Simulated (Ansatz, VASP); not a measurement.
## SbP in two plane-wave programs

Aim: how closely do two programs agree when they are given the same cell, functional and k mesh? The cell is invented: As first built, before any earlier steps moved the atoms (in the runner's words): it takes the SbAs structure with some of its atoms replaced by other elements, volume scaled by an estimate. It may not be a known or stable phase. The cell is taken from a series of VASP runs on this material, whose earlier steps may have relaxed, scaled or displaced it; both programs get it as it stands. Valence electrons are named where the data sets of a main pair hold unlike numbers.

Method: plane waves, with VASP 6.6.1 beside it; band structure at PBE, spin-orbit coupling and band structure at r2SCAN, spin-orbit coupling, in Ansatz 0.2.0.

## Step 1: The starting structure

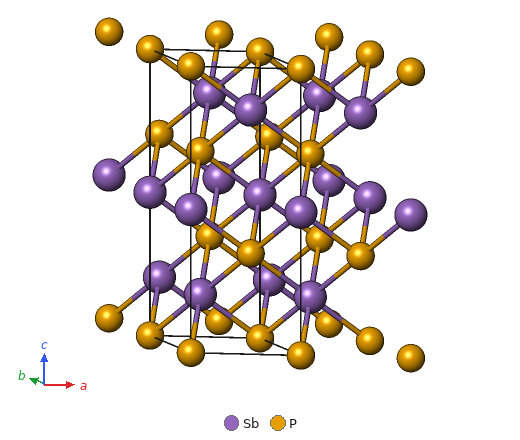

The cell as given, slightly off an axis (antimony purple, phosphorus orange). 2×2×1 cells are drawn. This picture shows the conventional cell, with its axes. Bonds to atoms that aren't drawn are left out. Some periodic images of atoms are drawn too.

## Step 2: Ansatz: band structure, PBE, spin-orbit coupling

Ansatz runs on its fully relativistic PAW (standard-fr) files.

A single point gives forces, pressure and levels at one fixed geometry, so differences don't come from the geometry; what else differs is listed under the comparison.

The input, input.yaml:

```yaml
crystal:
  lattice:
    - [1.94600079, 1.1235239091, 3.3899244623]
    - [-1.94600079, 1.1235239091, 3.3899244623]
    - [0.0, -2.2470478183, 3.3899244623]
  atoms:
    - { symbol: Sb, position: [0.5, 0.5, 0.5] }
    - { symbol: P, position: [0.0, 0.0, 0.0] }
hamiltonian:
  xc: pbe
  pseudopotentials: { kind: paw_fr }
magnetization:
  noncollinear: true
  spin_orbit: true
kpoints:
  mp_grid: { grid: [6, 6, 6] }
  band_path:
    path:
      - [0.0, 0.0, 0.0]
      - [0.13333, 0.0, 0.0]
      - [0.3, 0.0, 0.0]
      - [0.46667, 0.0, 0.0]
      - [0.5, 0.04798, -0.04798]
      - [0.5, 0.12795, -0.12795]
      - [0.5, 0.20791, -0.20791]
      - [0.72542, 0.5, 0.27458]
      - [0.63872, 0.5, 0.36128]
      - [0.55202, 0.5, 0.44798]
      - [0.46667, 0.46667, 0.46667]
      - [0.3, 0.3, 0.3]
      - [0.13333, 0.13333, 0.13333]
      - [0.0, 0.0, 0.0]
      - [0.12332, 0.0, -0.12332]
      - [0.22197, 0.0, -0.22197]
      - [0.34529, 0.0, -0.34529]
      - [0.60404, 0.39596, 0.0]
      - [0.56069, 0.43931, 0.0]
      - [0.51734, 0.48266, 0.0]
      - [0.51734, 0.51734, 0.03199]
      - [0.56069, 0.56069, 0.11195]
      - [0.60404, 0.60404, 0.19192]
      - [0.62138, 0.62138, 0.25724]
      - [0.57803, 0.57803, 0.34394]
      - [0.53468, 0.53468, 0.43064]
      - [0.5, 0.0, 0.0]
      - [0.5867, 0.12332, 0.12332]
      - [0.6734, 0.24663, 0.24663]
      - [0.7601, 0.36995, 0.36995]
    npoints: 1
scf:
  occupations: { method: gaussian, width: 0.02 }
  n_extra_bands: 14
output:
  forces: true
  stress: true
  eigenvalues: true
```

Started as:

```console
> ansatz run input.yaml --threads 2 --pin off --max-ram 4608MiB --backend cpu --events-out ev --progress --plain --runs-dir out
```

Numbers of over 12 decimals in the logs are rounded to 6 here.

Log:

```text
Warning: crystal.lattice misses the space group found at crystal.symmetry.tolerance 1.0e-5 in a digit that the deck types, which is why this is a warning: making the lattice exact moves one of its numbers by a whole unit of that number's last typed decimal, or more. The operation that it misses by the most changes a squared length by the fraction 2.63e-7. The run uses the lattice that is a stretch of the typed one, w [...]
scf.n_extra_bands = 14 over 20 filled bands (N_el = 20.0): the run solves 34 bands
Engine: ansatz 0.2.0, aarch64-unknown-linux-gnu
Pseudopotentials: kind: paw_fr
Pseudopotential: Sb, paw_fr, valence charge 15, recommended cutoff 420 eV (normal), Sb.paw.azcp#standard-fr
Pseudopotential: P, paw_fr, valence charge 5, recommended cutoff 420 eV (normal), P.paw.azcp#standard-fr
Functional definition: PBE
  parameter kappa = 0.804
  parameter beta = 0.066725
  exchange = pbe_x(kappa = kappa, mu = beta*pi^2/3)
  correlation = pbe_c(beta = beta)
non-collinear run that drives no moment, with spin-orbit: no starting moment large enough to seed its density (crystal.atoms[].spin), no starting occupations that ask for one, no magnetisation constraint and no magnetic field, so the semilocal B_xc is pinned to zero
Crystal: 2 atoms, lattice volume = 44.470 Å³
Basis set: ecut = 420 eV, 887 PW (Γ), exchange–correlation on 60×60×60 points (8 copies of the dense FFT grid, shifted against one another)
Bands: 34, of which v1, the nominal top of the filled ones, is band 20 counted from 1 (19 counted from 0)
Symmetry: 12 space group operations + 12 with time reversal
Magnetic group: BNS 166.98 (UNI 1328), of the structure as read, at distance tolerance 3.5e-5 Å
k-points: 32 of 216
Projection manifold: j_resolved (fully-relativistic pseudo-atomic orbitals)
Non-local potential: Sb, projectors of the file, l = 0: 2, l = 1: 4, l = 2: 4, l = 3: 4
Non-local potential: P, projectors of the file, l = 0: 2, l = 1: 4, l = 2: 4
PAW form: soft (Blöchl's): semilocal exchange-correlation on the pseudo side does not see the compensation charge
PAW one-centre angular grid: Sb, 590 points (default); XC on 96 Gauss nodes
PAW one-centre angular grid: P, 110 points (default); XC on 64 Gauss nodes
Initial density: superposition of atomic densities (chi_scale 0.1, normalization cell, long waves kept (reshape's long-wave potential 0.00 eV rms))
Initial wavefunctions: pseudopotential atomic-orbital guess
Functional: x = pbe(κ = 0.804, μ = 0.219515), c = pbe(β = 0.066725)
SCF iter   1: F=—  HF=-7242.424184 eV  |F-HF|=—  |Δ(HF+E_count)|=         —  Δρ=2.63e-2  dr2=5.51e-1  dr2_m=0.00e0 (ungated)  ethr=3.10e-3  |M|=0.00e0 ∫|m|=0.00e0 μB  |m|>n=0.0e0 m-floor=0.0e0 τ_xc=0.0e0  β_m=0.30  ⟨swp⟩=8.9  Hψ=3395  notcnv=0  defer=32
preconditioner: auto → none  [insulator: Δε(μ)=0.126 eV  Ē_g=12.047 eV  σ=0.020 eV  W_gap=0.50  n_scr=14 (ndim 8)  ℏωp=17.6 eV  f_vac=0.000  D(μ)=1.57/eV (n_scr^D=14)  ε∞_Penn≈3.1]
SCF iter   2: F=—  HF=-7242.297301 eV  |F-HF|=—  |Δ(HF+E_count)|=   1.27e-1  Δρ=1.21e-2  dr2=5.21e-2  dr2_m=0.00e0 (ungated)  ethr=2.76e-3  |M|=0.00e0 ∫|m|=0.00e0 μB  |m|>n=0.0e0 m-floor=0.0e0 τ_xc=0.0e0  β_m=0.34  ⟨swp⟩=2.1  Hψ=787  notcnv=0  defer=228
SCF iter   3: F=—  HF=-7242.298177 eV  |F-HF|=—  |Δ(HF+E_count)|=   8.75e-4  Δρ=7.09e-3  dr2=1.48e-2  dr2_m=0.00e0 (ungated)  ethr=2.60e-4  |M|=0.00e0 ∫|m|=0.00e0 μB  |m|>n=0.0e0 m-floor=0.0e0 τ_xc=0.0e0  β_m=0.61  ⟨swp⟩=2.0  Hψ=569  notcnv=0  defer=228
SCF iter   4: F=—  HF=-7242.300131 eV  |F-HF|=—  |Δ(HF+E_count)|=   1.95e-3  Δρ=3.36e-4  dr2=3.41e-5  dr2_m=0.00e0 (ungated)  ethr=7.38e-5  |M|=0.00e0 ∫|m|=0.00e0 μB  |m|>n=0.0e0 m-floor=0.0e0 τ_xc=0.0e0  β_m=0.62  ⟨swp⟩=2.1  Hψ=566  notcnv=0  defer=228
SCF iter   5: F=—  HF=-7242.300119 eV  |F-HF|=—  |Δ(HF+E_count)|=   1.17e-5  Δρ=9.74e-5  dr2=4.77e-6  dr2_m=0.00e0 (ungated)  ethr=1.70e-7  |M|=0.00e0 ∫|m|=0.00e0 μB  |m|>n=0.0e0 m-floor=0.0e0 τ_xc=0.0e0  β_m=0.63  ⟨swp⟩=2.8  Hψ=819  notcnv=0  defer=228
SCF iter   6: F=—  HF=-7242.300119 eV  |F-HF|=—  |Δ(HF+E_count)|=   1.60e-7  Δρ=3.51e-5  dr2=5.55e-7  dr2_m=0.00e0 (ungated)  ethr=2.39e-8  |M|=0.00e0 ∫|m|=0.00e0 μB  |m|>n=0.0e0 m-floor=0.0e0 τ_xc=0.0e0  β_m=0.81  ⟨swp⟩=1.9  Hψ=511  notcnv=0  defer=228
SCF iter   7: F=-7242.300119 eV  HF=-7242.300119 eV  |F-HF|=1.43e-9  |Δ(HF+E_count)|=   8.17e-8  Δρ=4.30e-6  dr2=6.37e-9  dr2_m=0.00e0 (ungated)  ethr=5.00e-10  |M|=0.00e0 ∫|m|=0.00e0 μB  |m|>n=0.0e0 m-floor=0.0e0 τ_xc=0.0e0  ⟨swp⟩=12.7  Hψ=2996  notcnv=0
SCF 1 converged in 7 iterations: F = -7242.300119 eV  dr2 = 6.37e-9
  greatest PAW one-centre occupation: 0.996 electrons in one spin orbital (limit 2), on the Sb atom at site 0 (counted from 0), in its partial waves of l = 2
NSCF: frozen V_eff on 30 k-points
SCF converged after 7 iterations
Magnetization: |M| = 0.0000 μB,  M = (+0.0000, +0.0000, +0.0000) μB
Absolute magnetization: 0.0000 μB (∫|m|)
  site 0: m = (+0.0000, +0.0000, +0.0000) μB, |m| = 0.0000 μB  (R = 1.16 Å)
  site 1: m = (+0.0000, +0.0000, +0.0000) μB, |m| = 0.0000 μB  (R = 1.16 Å)
Free energy (F): -7242.300119 eV
Harris-Foulkes:  -7242.300119 eV  (|F-HF|=1.43e-9)
Internal energy: -7242.299749 eV  (E = F + TS)
E sigma→0 (E₀):  -7242.299934 eV
Entropy (-TS):   -0.000370 eV (-0.185 meV/atom)
Fermi energy:    10.440948 eV
--- Per-component energies (eV) ---
  E_band       = -144.783286
  E_kinetic    = 275.861912
  E_local      = -1623.453118  (includes V_loc(G=0)·N_el)
  E_nonlocal   = 396.451902
  E_hartree    = 732.320394
  E_xc         = -199.801460
  E_vxc        = -156.788344  (∫ρ·V_xc dr)
  E_paw        = -5147.041308  (= ΣΔE_a)
  E_vpaw       = -501.494658  (= ΣTr[D̂ρ^β])
  E_aug_tail   = 0.000002  (compensation charges beyond the density's cutoff)
  E_ewald      = -1676.638073
  E_smearing   = -0.000370  (= −TS)
  E_closure    = 0.000000  (closes the sum)
  Σ components = -7242.300119   (vs F -7242.300119, Δ=0.00e0)
--- Forces (eV/Å), atoms counted from 1 ---
  atom   1  Sb    -0.00000000     0.00000000    -0.00000000
  atom   2  P      0.00000000     0.00000000     0.00000000
  max |Σ_I F_I| component: 2.52e-29 eV/Å
--- Stress (GPa, compression-positive) ---
        1.325297       0.000000       0.000000
        0.000000       1.325297       0.000000
        0.000000       0.000000      -1.608554
  P = ⅓ Tr σ = 0.3473 GPa (3.473 kbar)
--- Band table (eV; the first three rows and the last of 32) ---
  k-point 0: bands = [... 16 lower, 8.5654, 8.5654, 8.7541, 8.7541, 13.8638, 13.8638, 14.5462, 14.5462, ... 10 higher]
  k-point 1: bands = [... 16 lower, 8.6535, 8.6535, 9.3964, 9.3964, 12.5302, 12.5302, 12.9721, 12.9721, ... 10 higher]
  k-point 2: bands = [... 16 lower, 8.8159, 8.8159, 9.9499, 9.9499, 10.7400, 10.7400, 11.1232, 11.1232, ... 10 higher]
  k-point 31: bands = [... 16 lower, 9.3520, 9.3520, 10.1009, 10.1009, 10.6950, 10.6950, 10.9883, 10.9883, ... 10 higher]
```

The job ended after 1.8 min (2 threads of Arm Neoverse N1, shared host; peak memory 0.46 GiB).

## Step 3: VASP: band structure, PBE, spin-orbit coupling

The same cell, functional, mesh and smearing now go to VASP, with its own data sets.

Lines of VASP's logs that name or quote its potential files are left out, and so is its time.

The input, INCAR:

```
SYSTEM = SbP
PREC = Accurate
ENCUT = 400
EDIFF = 1E-06
NELM = 100
ISMEAR = 0
SIGMA = 0.02
LREAL = .FALSE.
ALGO = Normal
GGA = PE
LNONCOLLINEAR = .TRUE.
MAGMOM = 0 0 0 0 0 0
NBANDS = 22
GGA_COMPAT = .FALSE.
LASPH = .TRUE.
LSORBIT = .TRUE.
LORBIT = 11
LWAVE = .FALSE.
LCHARG = .FALSE.
KPAR = 4
```

The input, POSCAR:

```
SbP
1.0
    1.9460007900      1.1235239091      3.3899244623
   -1.9460007900      1.1235239091      3.3899244623
    0.0000000000     -2.2470478183      3.3899244623
Sb P
1 1
Direct
    0.5000000000      0.5000000000      0.5000000000
    0.0000000000      0.0000000000      0.0000000000
```

The input, KPOINTS:

```
Automatic mesh
0
Gamma
6 6 6
0 0 0
```

The input, KPOINTS_OPT:

```
Line mode
16
Line-mode
Reciprocal
  0.00000000   0.00000000   0.00000000 GAMMA
  0.50000000   0.00000000   0.00000000 L

  0.50000000   0.00000000   0.00000000 L
  0.50000000   0.23989740  -0.23989740 B1

  0.76010260   0.50000000   0.23989740 B
  0.50000000   0.50000000   0.50000000 Z

  0.50000000   0.50000000   0.50000000 Z
  0.00000000   0.00000000   0.00000000 GAMMA

  0.00000000   0.00000000   0.00000000 GAMMA
  0.36994870   0.00000000  -0.36994870 X

  0.63005130   0.36994870   0.00000000 Q
  0.50000000   0.50000000   0.00000000 F

  0.50000000   0.50000000   0.00000000 F
  0.63005130   0.63005130   0.23989740 P1

  0.63005130   0.63005130   0.23989740 P1
  0.50000000   0.50000000   0.50000000 Z

  0.50000000   0.00000000   0.00000000 L
  0.76010260   0.36994870   0.36994870 P
```

Potentials, in the order of the species: Sb and P (PBE family, release 64).

Started as:

```console
> mpirun -np 4 vasp_ncl
```

Log:

```text
[banner, memory and clock lines left out]
running    4 mpi-ranks, on    1 nodes
 distrk:  each k-point on    1 cores,    4 groups
 distr:  one band on    1 cores,    1 groups

 POSCAR found type information on POSCAR SbP
 POSCAR found :  2 types and       2 ions
 LDA part: xc-table for (Slater+PW92), standard interpolation
 POSCAR, INCAR and KPOINTS ok, starting setup
 FFT: planning ... GRIDC
 FFT: planning ... GRID_SOFT
 FFT: planning ... GRID
 WAVECAR not read
 entering main loop
       N       E                     dE             d eps       ncg     rms          rms(c)
DAV:   1     0.265920855673E+02    0.26592E+02   -0.30779E+03  1408   0.595E+02
DAV:   2    -0.753854686269E+01   -0.34131E+02   -0.32365E+02  1874   0.115E+02
DAV:   3    -0.945791164775E+01   -0.19194E+01   -0.18917E+01  1782   0.274E+01
DAV:   4    -0.947588360457E+01   -0.17972E-01   -0.17962E-01  1688   0.319E+00
DAV:   5    -0.947611006698E+01   -0.22646E-03   -0.22645E-03  1728   0.366E-01    0.435E+00
DAV:   6    -0.929479774361E+01    0.18131E+00   -0.35043E-01  1594   0.319E+00    0.262E+00
DAV:   7    -0.929879064321E+01   -0.39929E-02   -0.72635E-02  1740   0.146E+00    0.128E+00
DAV:   8    -0.929894303411E+01   -0.15239E-03   -0.25910E-03  1618   0.330E-01    0.619E-01
DAV:   9    -0.929922147722E+01   -0.27844E-03   -0.48531E-04  1672   0.159E-01    0.128E-01
DAV:  10    -0.929922226848E+01   -0.79127E-06   -0.14590E-04  1582   0.687E-02    0.433E-02
DAV:  11    -0.929924627775E+01   -0.24009E-04   -0.44558E-05  1614   0.452E-02    0.120E-02
DAV:  12    -0.929924680212E+01   -0.52437E-06   -0.84131E-07  1568   0.667E-03
   1 F= -.92992468E+01 E0= -.92990546E+01  d E =-.384322E-03  mag=     0.0000    -0.0000     0.0000
 Start KPOINTS_OPT (optional k-point list driver)
k-point batch [1-32\144]
       N       E                     dE             ncg
DAV:   1     0.202034510447E+04   -0.42208E+04     1408
DAV:   2     0.939419205608E+03   -0.10809E+04     1906
DAV:   3     0.865139472470E+03   -0.74280E+02     1742
DAV:   4     0.864281618209E+03   -0.85785E+00     1614
DAV:   5     0.864272338454E+03   -0.92798E-02     1684
DAV:   6     0.864272174580E+03   -0.16387E-03     1640
DAV:   7     0.864272170854E+03   -0.37256E-05     1664
DAV:   8     0.864272170772E+03   -0.82418E-07     1170
[...]
k-point batch [129-144\144]
       N       E                     dE             ncg
DAV:   1     0.523485062079E+04   -0.36135E+04      704
DAV:   2     0.470338710153E+04   -0.53146E+03      964
DAV:   3     0.467357165664E+04   -0.29815E+02      884
DAV:   4     0.467327818533E+04   -0.29347E+00      824
DAV:   5     0.467327492171E+04   -0.32636E-02      836
DAV:   6     0.467327486294E+04   -0.58767E-04      842
DAV:   7     0.467327486165E+04   -0.12873E-05      810
DAV:   8     0.467327486162E+04   -0.31627E-07      606
```

Parts of OUTCAR (step 3):

```text
ion  position               nearest neighbor table
   1  0.500  0.500  0.500-   2 2.81   2 2.81   2 2.81   2 2.81   2 2.81   2 2.81
   2  0.000  0.000  0.000-   1 2.81   1 2.81   1 2.81   1 2.81   1 2.81   1 2.81

  LATTYP: Found a trigonal (rhomboedric) cell.
 ALAT       =     4.0670398214
 COS(alpha) =     0.5421120962

 Subroutine GETGRP returns: Found 12 space group operations
 (whereof 12 operations were pure point group operations)

The static configuration has the point symmetry D_3d.

 Found     32 irreducible k-points:

   k-points           NKPTS =     32   k-points in BZ     NKDIM =     32   number of bands    NBANDS=     22

   dimension x,y,z NGX =    28 NGY =   28 NGZ =   28
   dimension x,y,z NGXF=    56 NGYF=   56 NGZF=   56

   ENCUT  =  400.0 eV  29.40 Ry    5.42 a.u.   6.63  6.63  6.63*2*pi/ulx,y,z

   NELECT =      10.0000    total number of electrons

 k-points in reciprocal lattice and weights: Automatic mesh
   0.00000000  0.00000000  0.00000000       0.005
   0.16666667  0.00000000  0.00000000       0.028
   0.33333333  0.00000000  0.00000000       0.028
   0.50000000  0.00000000  0.00000000       0.014
   0.16666667  0.16666667 -0.00000000       0.028
   0.33333333  0.16666667  0.00000000       0.056
   0.50000000  0.16666667  0.00000000       0.056
  -0.33333333  0.16666667 -0.00000000       0.056
  -0.16666667  0.16666667  0.00000000       0.028
[...]
-0.33333333  0.50000000  0.33333333       0.028
   0.50000000  0.50000000  0.50000000       0.005

 average (electrostatic) potential at core
       1 -85.3393       2 -80.9169

 E-fermi :   8.0901

 k-point     1 :       0.0000    0.0000    0.0000
  band No.  band energies     occupation
    ...
      6       5.4122      1.00000
      7       6.2113      1.00000
      8       6.2113      1.00000
      9       6.3956      1.00000
     10       6.3956      1.00000
     11      11.5262      0.00000
     12      11.5262      0.00000
     13      12.1865      0.00000
     14      12.1865      0.00000
     15      12.3796      0.00000
    ...

 k-point     2 :       0.1667    0.0000    0.0000
  band No.  band energies     occupation
    ...
      6       5.5975      1.00000
      7       6.2973      1.00000
      8       6.2973      1.00000
      9       7.0398      1.00000
     10       7.0398      1.00000
     11      10.1842      0.00000
     12      10.1842      0.00000
     13      10.6117      0.00000
     14      10.6117      0.00000
     15      10.9733      0.00000
    ...

 k-point     3 :       0.3333    0.0000    0.0000
  band No.  band energies     occupation
    ...
      6       5.9194      1.00000
      7       6.4590      1.00000
      8       6.4590      1.00000
      9       7.5949      1.00000
     10       7.5949      1.00000
     11       8.3891      0.00000
     12       8.3891      0.00000
     13       8.7643      0.00000
     14       8.7643      0.00000
     15       9.4805      0.00000
    ...

  Total        0.3525032      0.3525031     -0.4750852     -0.0000000      0.0000000      0.0000000
  in kB       12.7000981     12.7000942    -17.1165217     -0.0000000      0.0000000      0.0000000
  external PRESSURE =       2.7612235 kB  Pullay stress =       0.0000000 kB

  energy-cutoff  :      400.00
  volume of cell :       44.47
      direct lattice vectors                 reciprocal lattice vectors
     1.946000790  1.123523909  3.389924462     0.256937203  0.148342786  0.098330608
    -1.946000790  1.123523909  3.389924462    -0.256937203  0.148342786  0.098330608
     0.000000000 -2.247047818  3.389924462     0.000000000 -0.296685572  0.098330608

 POSITION                                       TOTAL-FORCE (eV/Angst)
 -----------------------------------------------------------------------------------
      0.00000     -0.00000      5.08489        -0.000000     -0.000000     -0.000000
      0.00000      0.00000      0.00000         0.000000      0.000000      0.000000
 -----------------------------------------------------------------------------------
    total drift:                                0.000000      0.000000      0.000000

  FREE ENERGIE OF THE ION-ELECTRON SYSTEM (eV)
  ---------------------------------------------------
  free  energy   TOTEN  =        -9.2992468021 eV

  energy  without entropy=       -9.2988624804  energy(sigma->0) =       -9.29905464

 Spin-Orbit-Coupling matrix elements
 Ion:    1  E_soc:     -0.1293602
 Ion:    2  E_soc:     -0.0006305

 total charge
# of ion       s       p       d       tot
------------------------------------------
    1        1.236   1.026   0.061   2.323
    2        1.099   1.331   0.000   2.430
--------------------------------------------------
tot          2.334   2.357   0.061   4.753

 magnetization (x)
# of ion       s       p       d       tot
------------------------------------------
    1        0.000   0.000   0.000   0.000
    2        0.000  -0.000   0.000  -0.000
--------------------------------------------------
tot          0.000  -0.000   0.000   0.000

 magnetization (y)
# of ion       s       p       d       tot
------------------------------------------
    1        0.000   0.000   0.000   0.000
    2        0.000   0.000   0.000   0.000
--------------------------------------------------
tot          0.000   0.000   0.000   0.000

 magnetization (z)
# of ion       s       p       d       tot
------------------------------------------
    1        0.000   0.000   0.000   0.000
    2        0.000   0.000   0.000   0.000
--------------------------------------------------
tot          0.000   0.000   0.000   0.000

[... 3 further parts left out ...]
```

The run ends at a pressure of 0.28 GPa.

## Step 4: Side by side

Known differences besides the potentials themselves: spin-orbit coupling enters by fully relativistic files in Ansatz and inside the spheres in VASP; the data sets hold 20 valence electrons in Ansatz (on its fully relativistic PAW (standard-fr) files) and 10 in VASP; the cutoff is 420 eV in Ansatz and 400 eV in VASP. Total energies have different zeros and are not compared.

The two programs side by side:

```csv
quantity,Ansatz,VASP,difference
pressure (GPa),0.35,0.28,+0.07
```

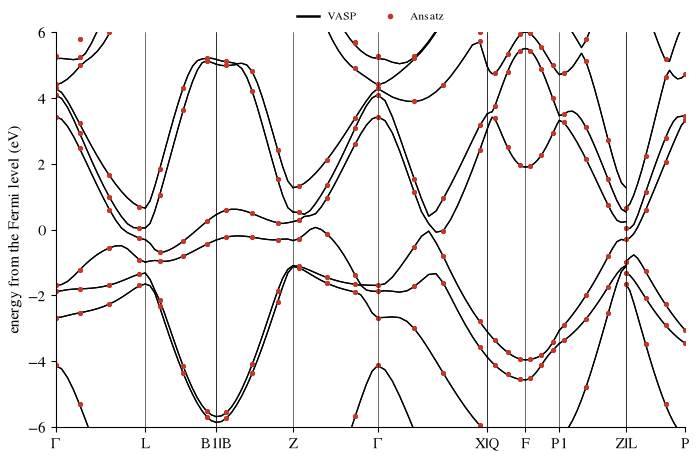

Bands from VASP (lines) and levels from Ansatz (dots). Dots without a line are higher empty bands that the VASP plot leaves out.

Levels from 3 eV below to 2 eV above the Fermi level differ by 6 meV r.m.s. and 14 meV at most; each VASP level is matched to the nearest of Ansatz, which flatters the figure a little. Ansatz's pressure holds a Pulay correction of 0.03 GPa; VASP's holds none.

(Continued in part 2 of 2.)

[Lines on the potential files, build, host, timing and source positions are cut from VASP's logs without a mark.]

[Logs are printed without paths, hosts, clocks, repeated set-up lines and the standing remarks that a program may print on its own settings, such as how far it seeks lower states.]

[Hosts, paths, dates, database ids (printed as entryN), source tags and the programs' standing remarks are cut or masked in the printed files.]
